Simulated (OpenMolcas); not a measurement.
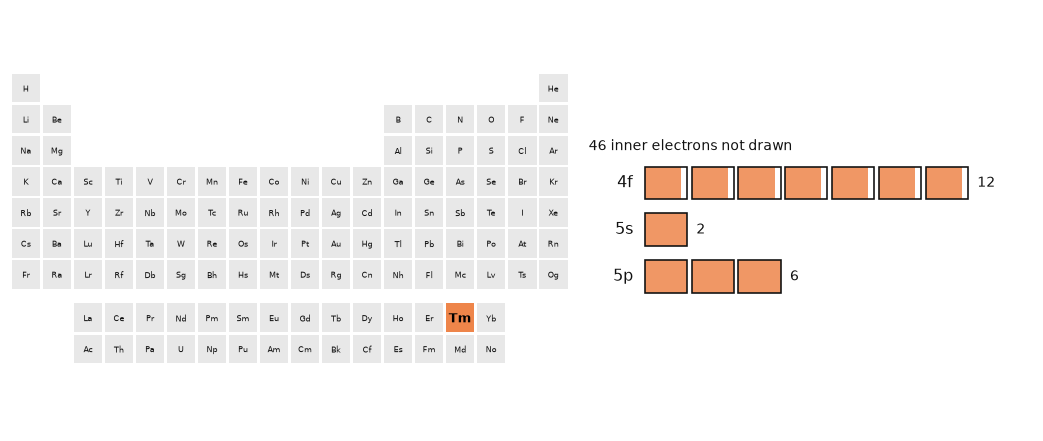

Fig. 1: Left, the place of thulium in the periodic table; right, the outer shells of the leading configuration of the lowest level: a box for each of the 2l + 1 orbitals, shaded by the share of the shell that is filled, with the electron count at the right.

**Multiconfigurational calculation: Tm³⁺ complex (part 1 of 2)**

Tm³⁺ with 6 ligands (F; trigonal prism, 2.19 Å), neutralised by 6 outer point charges of +0.5 e, whose field is part of the energies. Computed at this level: state-averaged CASSCF, active space 12 electrons in the shell 4f, basis ANO-RCC-VDZP on the metal and ANO-RCC-VDZP on the ligands, DKH2 scalar Hamiltonian, spin-orbit coupling by RASSI with atomic mean-field integrals (OpenMolcas).

## Key numbers

| quantity | value |
| --- | --- |
| outcome | converged |
| energy of the lowest spin-free term | −14153.41641 hartree |
| energy of the lowest spin-orbit level | −14153.44825 hartree |
| largest spread among components of a term | 0.1 cm⁻¹ |
| hardware | 1 thread of Arm Neoverse V2, 24 GiB of memory available, shared host |
| wall time | 62 s |
| peak memory | 0.6 GiB |

## Remarks

Without dynamic correlation the splittings between terms come out too large, often by 20 to 50 %. Limits: distances are set from ionic radii, not optimised.

## Input file
```
&GATEWAY
Coord
7

Tm 0.0 0.0 0.0
F 1.691631 0.000000 1.390857
F -0.845816 1.464996 1.390857
F -0.845816 -1.464996 1.390857
F 1.691631 0.000000 -1.390857
F -0.845816 1.464996 -1.390857
F -0.845816 -1.464996 -1.390857
Basis=Tm.ANO-RCC-VDZP,F.ANO-RCC-VDZP
Group=NoSym
NoMove
AngMom=0.0 0.0 0.0
AMFI
RICD
XField
6 Angstrom 0
3.545473 0.000000 2.915084 0.500000
-1.772738 3.070471 2.915084 0.500000
-1.772738 -3.070471 2.915084 0.500000
3.545473 0.000000 -2.915084 0.500000
-1.772738 3.070471 -2.915084 0.500000
-1.772738 -3.070471 -2.915084 0.500000
&SEWARD
&RASSCF
FileOrb=start.orb
Symmetry=1
Spin=3
nActEl=12 0 0
Inactive=57
Ras2=7
CIRoot=21 21 1
SDav=21
CIMx=300
Iter=150 100
PrWF=0.3
OrbListing=Nothing
MaxOrb=0
LevShft=1.0
>>> COPY $Project.JobIph JOB001
&RASSCF
FileOrb=start.orb
Symmetry=1
Spin=1
nActEl=12 0 0
Inactive=57
Ras2=7
CIRoot=28 28 1
SDav=28
CIMx=300
Iter=150 100
PrWF=0.3
OrbListing=Nothing
MaxOrb=0
CIOnly
LevShft=1.0
>>> COPY $Project.JobIph JOB002
&RASSI
NrOfJobIphs=2 21 27
1 2 3 4 5 6 7 8 9 10 11 12 13 14 15 16 17 18 19 20 21
1 2 3 4 5 6 7 8 9 10 11 12 13 14 15 16 17 18 19 20 21 22 23 24 25 26 27
IphNames
JOB001
JOB002
EJob
SpinOrbit
DIPRint=1.0
SOCoupling=1000.0
Subsets=2
Property=9
'ANGMOM' 1 'ANGMOM' 2 'ANGMOM' 3 'MLTPL  1' 1 'MLTPL  1' 2 'MLTPL  1' 3
'AMFI' 1 'AMFI' 2 'AMFI' 3
SOProperty=3
'ANGMOM' 1 'ANGMOM' 2 'ANGMOM' 3
```

The file start.orb holds starting orbitals from an earlier step. A driver script formed the levels outside the program, from RASSI's spin-orbit matrix and the active-space energies, averaged over the components of each term or state.

Launched with:
```bash
OMP_NUM_THREADS=1 MOLCAS_MEM=2457 MOLCAS_PROJECT=a pymolcas a.inp > a.log  # once for each step of the input, in one work folder
```

## The program's output (extracts)
```
--- SEWARD ---
Basis set label: TM.ANO-RCC...7S6P4D2F1G.

      Electronic valence basis set:
      ------------------
      Associated Effective Charge  69.000000 au
      Associated Actual Charge     69.000000 au
      Nuclear Model: Point charge

      Shell  nPrim  nBasis  Cartesian Spherical Contaminant
         s      25       7        X
         p      22       6        X
         d      15       4                 X
         f      11       2                 X
         g       4       1                 X
                  Relativistic Douglas-Kroll-Hess integrals:
                    - DKH order of Hamiltonian: 2
                    - DKH order of Properties : 0
                  Atomic mean-field integrals
--- RASSCF ---
Wave function specifications:
      -----------------------------

      Number of closed shell electrons         114
      Number of electrons in active shells      12
      Max number of holes in RAS1 space          0
      Max nr of electrons in RAS3 space          0
      Number of inactive orbitals               57
      Number of active orbitals                  7
      Number of secondary orbitals              88
      Spin quantum number                      1.0
      State symmetry                             1
Orbital specifications:
      -----------------------

      Symmetry species                           1
                                                 a
      Frozen orbitals                            0
      Inactive orbitals                         57
      Active orbitals                            7
      RAS1 orbitals                              0
      RAS2 orbitals                              7
      RAS3 orbitals                              0
      Secondary orbitals                        88
      Deleted orbitals                           0
      Number of basis functions                152
      Number of CSFs                            21
      Number of root(s) required                21
      Iter CI   SX   CI       RASSCF       Energy    max ROT     max BLB   max BLB  Level Ln srch  Step   QN
          iter iter root      energy       change     param      element    value   shift minimum  type update
 Nr of preliminary CI iterations:   1
      Total energies have been shifted. Add               -14000.00 au
        1   1    9    0  -152.43681337    0.00E+00  -4.45E-02   63  75 1  4.01E-01*  1.68   0.00    SX    NO
        2   1   10    0  -153.20393523   -7.67E-01* -2.18E-02   64  76 1 -1.60E-01*  1.08   0.00    SX    NO
        3   1   10    0  -153.34071351   -1.37E-01* -1.33E-02   59  71 1  1.07E-01*  1.18   0.00    SX    NO
        4   1   10    0  -153.36339992   -2.27E-02*  1.08E-02   64  76 1 -8.13E-02*  1.01   0.00    SX    NO
        5   1    9    0  -153.37194544   -8.55E-03*  4.29E-03   63  75 1  6.14E-02*  1.10   0.76    QN   YES
        6   1    9    0  -153.37712622   -5.18E-03*  2.62E-03   58  70 1  1.56E-02*  1.06   1.63    LS   YES
        7   1    9    0  -153.37803161   -9.05E-04* -2.21E-03   63  75 1 -1.24E-02*  1.03   1.03    QN   YES
        8   1    8    0  -153.37858102   -5.49E-04* -9.91E-04   27  89 1 -3.81E-03*  1.04   1.45    LS   YES
        9   1    8    0  -153.37864026   -5.92E-05*  4.88E-04   54 144 1 -2.96E-03*  1.04   1.01    QN   YES
       10   1    8    0  -153.37868564   -4.54E-05*  4.53E-04   29  99 1 -1.12E-03*  1.04   1.93    LS   YES
       11   1    7    0  -153.37869939   -1.38E-05* -1.92E-04   27  89 1  7.17E-04*  1.04   1.00    QN   YES
       12   1    7    0  -153.37870419   -4.80E-06* -2.50E-04   27  89 1  3.90E-04*  1.04   2.31    LS   YES
       13   1    7    0  -153.37870642   -2.23E-06*  5.03E-05   61  73 1 -4.99E-04*  1.04   0.99    QN   YES
       14   1    6    0  -153.37870702   -5.98E-07*  3.22E-05   27  98 1  1.45E-04*  1.04   1.40    QN   YES
       15   1    6    0  -153.37870711   -8.71E-08*  4.82E-05   64  76 1  4.29E-05   1.04   2.50    LS   YES
       16   1    6    0  -153.37870698    1.27E-07*  2.93E-05   25  96 1 -1.99E-04*  1.04   0.13    LS   YES
       17   1    6    0  -153.37870710   -1.18E-07*  1.08E-05   64  76 1  9.66E-05   1.04   1.45    QN   YES
       18   1    5    0  -153.37870712   -2.09E-08*  6.15E-06   64  76 1  1.90E-05   1.04   1.21    QN   YES
       19   1    5    0  -153.37870712   -4.01E-09   7.93E-06   60  65 1 -1.13E-05   1.04   1.17    QN   YES
      Convergence after 19 iterations
       20   1    5    0  -153.37870712   -1.19E-09   7.93E-06   58  70 1 -5.73E-06   1.04   1.17    QN   YES
      Natural orbitals and occupation numbers for root  1
      sym 1:   1.978957   1.623391   1.397652   2.000000   1.397652   1.623391   1.978957
      Natural orbitals and occupation numbers for root  2
      sym 1:   1.978945   1.621089   1.399965   1.978945   1.621089   1.399965   2.000000
      Natural orbitals and occupation numbers for root  3
      sym 1:   2.000000   1.626294   1.626294   1.976922   1.396784   1.396784   1.976922
::    RASSCF root number  1 Total energy: -14153.41640676
::    RASSCF root number  2 Total energy: -14153.41618360
::    RASSCF root number  3 Total energy: -14153.41618360
::    RASSCF root number  4 Total energy: -14153.41554260
::    RASSCF root number  5 Total energy: -14153.41554260
::    RASSCF root number  6 Total energy: -14153.41456310
::    RASSCF root number  7 Total energy: -14153.41449217
::    RASSCF root number  8 Total energy: -14153.41346769
::    RASSCF root number  9 Total energy: -14153.41346769
::    RASSCF root number 10 Total energy: -14153.41344744
::    RASSCF root number 11 Total energy: -14153.41344744
::    RASSCF root number 12 Total energy: -14153.37943458
::    RASSCF root number 13 Total energy: -14153.37938277
::    RASSCF root number 14 Total energy: -14153.37848547
::    RASSCF root number 15 Total energy: -14153.37848547
::    RASSCF root number 16 Total energy: -14153.37833224
::    RASSCF root number 17 Total energy: -14153.37833224
::    RASSCF root number 18 Total energy: -14153.37829336
::    RASSCF root number 19 Total energy: -14153.24750745
::    RASSCF root number 20 Total energy: -14153.24750745
::    RASSCF root number 21 Total energy: -14153.24434392
--- RASSCF ---
Wave function specifications:
      -----------------------------

      Number of closed shell electrons         114
      Number of electrons in active shells      12
      Max number of holes in RAS1 space          0
      Max nr of electrons in RAS3 space          0
      Number of inactive orbitals               57
      Number of active orbitals                  7
      Number of secondary orbitals              88
      Spin quantum number                      0.0
      State symmetry                             1
Orbital specifications:
      -----------------------

      Symmetry species                           1
                                                 a
      Frozen orbitals                            0
      Inactive orbitals                         57
      Active orbitals                            7
      RAS1 orbitals                              0
      RAS2 orbitals                              7
      RAS3 orbitals                              0
      Secondary orbitals                        88
      Deleted orbitals                           0
      Number of basis functions                152
      Number of CSFs                            28
      Number of root(s) required                28
      Iter CI   SX   CI       RASSCF       Energy    max ROT     max BLB   max BLB  Level Ln srch  Step   QN
          iter iter root      energy       change     param      element    value   shift minimum  type update
 Nr of preliminary CI iterations:   1
        1   1    0    0-14153.29400975    0.00E+00   0.00E+00   63  75 1 -7.93E-03*  0.00   0.00    SX    NO
      Natural orbitals and occupation numbers for root  1
      sym 1:   1.894158   1.361632   1.985274   1.518373   1.985274   1.361631   1.893657
      Natural orbitals and occupation numbers for root  2
      sym 1:   1.929874   1.599205   1.470921   1.929874   1.599205   1.470921   2.000000
      Natural orbitals and occupation numbers for root  3
      sym 1:   2.000000   1.599658   1.599658   1.929747   1.470595   1.470595   1.929747
::    RASSCF root number  1 Total energy: -14153.37496926
::    RASSCF root number  2 Total energy: -14153.37442007
::    RASSCF root number  3 Total energy: -14153.37442007
::    RASSCF root number  4 Total energy: -14153.37419875
::    RASSCF root number  5 Total energy: -14153.37419875
::    RASSCF root number  6 Total energy: -14153.37325894
::    RASSCF root number  7 Total energy: -14153.37325894
::    RASSCF root number  8 Total energy: -14153.37287095
::    RASSCF root number  9 Total energy: -14153.37278112
::    RASSCF root number 10 Total energy: -14153.28880897
::    RASSCF root number 11 Total energy: -14153.28880897
::    RASSCF root number 12 Total energy: -14153.28754867
::    RASSCF root number 13 Total energy: -14153.28754866
::    RASSCF root number 14 Total energy: -14153.28575007
::    RASSCF root number 15 Total energy: -14153.26237165
::    RASSCF root number 16 Total energy: -14153.26234513
::    RASSCF root number 17 Total energy: -14153.26234513
::    RASSCF root number 18 Total energy: -14153.26222353
::    RASSCF root number 19 Total energy: -14153.26222353
::    RASSCF root number 20 Total energy: -14153.26188130
::    RASSCF root number 21 Total energy: -14153.26187704
::    RASSCF root number 22 Total energy: -14153.26108091
::    RASSCF root number 23 Total energy: -14153.26108091
::    RASSCF root number 24 Total energy: -14153.25950974
::    RASSCF root number 25 Total energy: -14153.25950974
::    RASSCF root number 26 Total energy: -14153.25654570
::    RASSCF root number 27 Total energy: -14153.25654504
::    RASSCF root number 28 Total energy: -14153.03989420
```

(Continued in part 2.)
